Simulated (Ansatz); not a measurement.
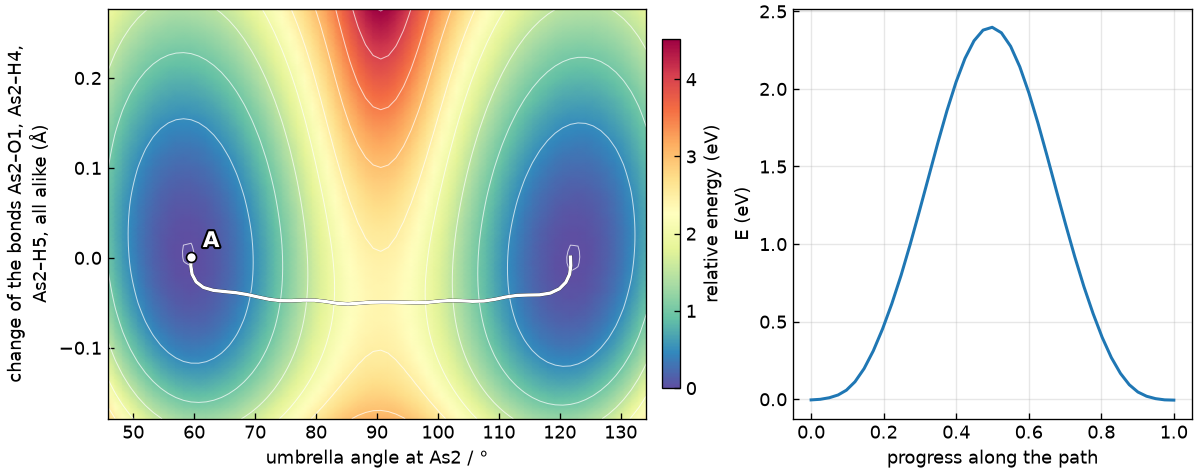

AsH3O, SMILES O[AsH2]. The first coordinate is: umbrella angle at As2 (between each of its bonds and their common axis; 90 is planar); the second: change of the bonds As2–O1, As2–H4, As2–H5, all alike. Nothing is relaxed (all other coordinates rigid). The grid has 15 × 15 points. Points are written as (first, second). Energies are in eV, from the lowest grid point. Level of theory: Ansatz 0.2.0, RKS B3LYP-D4/def2-TZVP.

Drawn: a smooth colour map with a few white contour lines, a line along the lowest path, the energy along the path at the right, the start A. Between grid points the surface is interpolated.

Describe the path and its barrier.

Answer. The easiest path leads from the well at about (59°, 0.00 Å) to a well of about the same depth at about (122°, 0.00 Å). Its highest point lies about 2.4 eV above the bottom of the first well on the interpolated surface, at (90.0°, −0.049 Å). The start is the relaxed structure and all else is held, so a fully relaxed path at this level can only be lower.
